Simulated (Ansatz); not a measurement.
**FH4NSi···H2···H2O: density, localisation and related maps**

Input file:

```
crystal:
  periodic: [false, false, false]
  atoms:
    - {symbol: Si, position_ang: [-1.566356, -0.362168, 0.210885]}
    - {symbol: H, position_ang: [1.982318, -1.552204, -1.208496]}
    - {symbol: H, position_ang: [-1.455898, -1.776557, -0.202659]}
    - {symbol: H, position_ang: [-2.953356, 0.147574, 0.270689]}
    - {symbol: N, position_ang: [-0.644823, 0.621799, -0.830536]}
    - {symbol: H, position_ang: [1.596253, 0.550354, 1.825896]}
    - {symbol: F, position_ang: [-1.003971, -0.292913, 1.712076]}
    - {symbol: H, position_ang: [2.104001, -1.034103, -0.680420]}
    - {symbol: O, position_ang: [1.847582, 0.906369, 0.970183]}
    - {symbol: H, position_ang: [-0.968385, 1.522611, -1.140853]}
    - {symbol: H, position_ang: [0.057258, 0.235427, -1.440649]}
    - {symbol: H, position_ang: [1.005578, 1.033708, 0.513885]}
basis:
  gaussian: {orbitals: def2-TZVPP}
hamiltonian: {xc: pbe0, dispersion: d4}
output: {orbitals: {seedname: orbitals}}
```

Command:

```sh
ansatz run in.yaml --threads 4 --pin off --events-out ev --progress --plain --max-ram 9574MiB
```

The product side of a reaction path; geometry: PBE0-D4/def2-TZVP.

Theory: Ansatz, RKS PBE0-D4/def2-TZVPP.

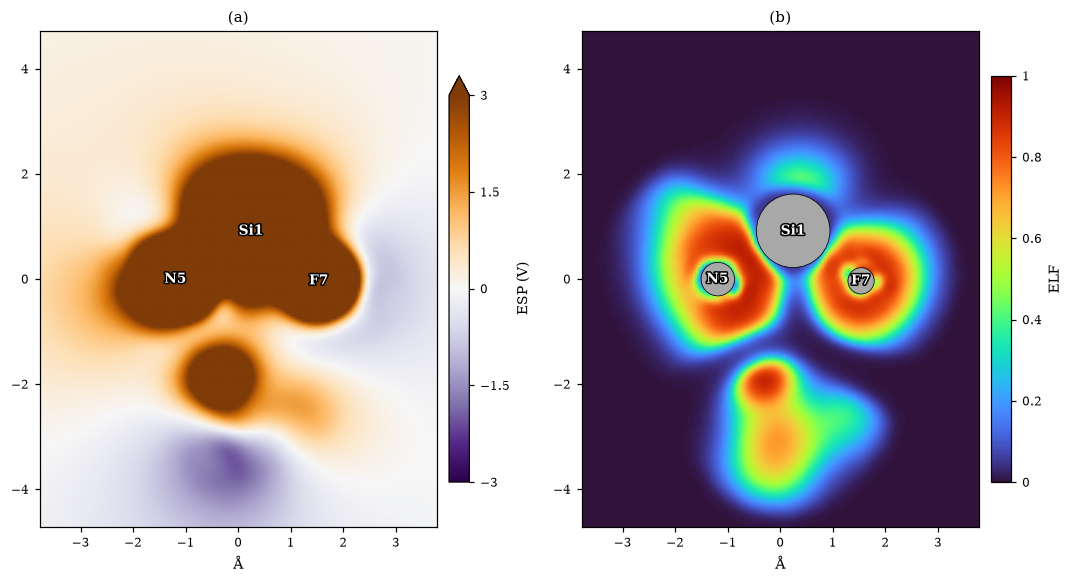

Figure 1. (a) molecular electrostatic potential; (b) electron localisation function on the plane of atoms N5, Si1 and F7. Grey discs cover the atomic cores in the ELF map.

What do the fields say about this system?

- The section cuts through Si, N and F sites.
- Si–F (1.60 Å): the ELF peaks at about 0.85 in the valence shell of F, 0.6 Å from its nucleus, and is about 0.55 at the midpoint.
- Si–N (1.70 Å): the ELF peaks at about 0.90 between the atoms (a shared but strongly polarised pair).
- The ELF also peaks beside F7, away from the bonds: lone-pair regions.
- Outside the dense part of the complex the potential is most negative (−2.0 V) near O9, which lies off the plane.

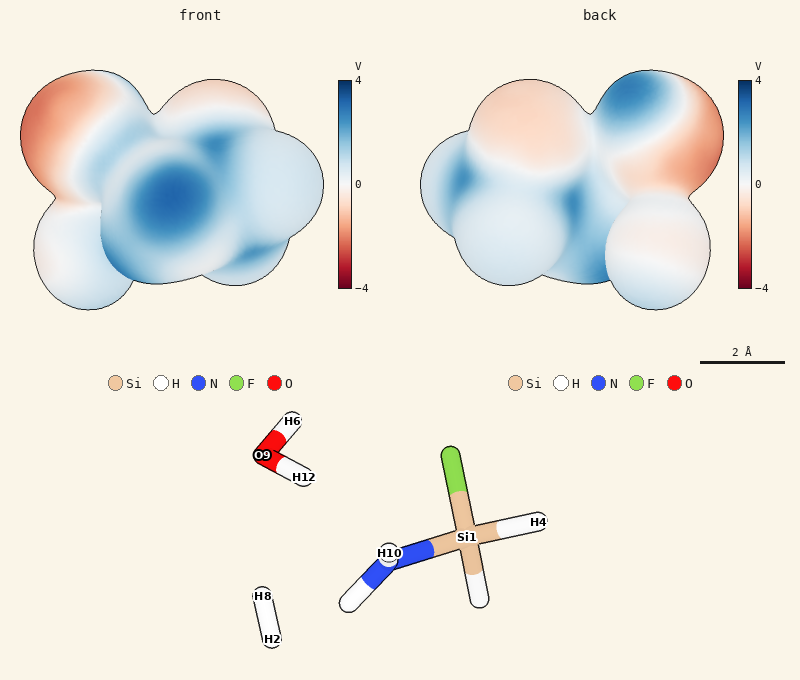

Figure 2. The electrostatic potential painted on the density surface at 0.004 e/bohr³, seen from the front and from behind; the colour scale runs from red (negative) to blue (positive). The bare structure is drawn below in the same view.

Which sites attract a positive test charge, and which a negative one?

A positive charge is drawn to the negative regions and a negative charge to the positive ones. The most negative region (about −2.1 V) lies over O9, the most positive (about +3.0 V) over H10. O9 is the likeliest acceptor of a hydrogen bond.

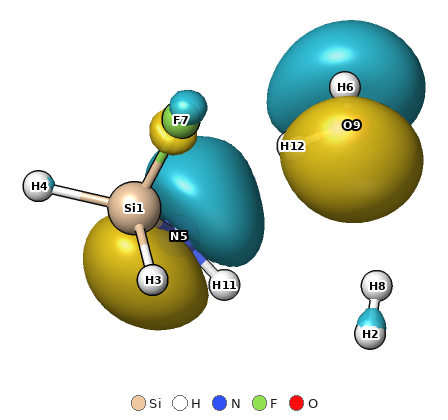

Figure 3. The HOMO at ±0.08 Å⁻³ᐟ² (yellow and cyan are the two phases), seen at an oblique angle.

What is the character of this orbital?

Its weight (Hirshfeld) is mainly on O9 (about 60 %) and N5 (about 25 %). Its energy is −8.41 eV.
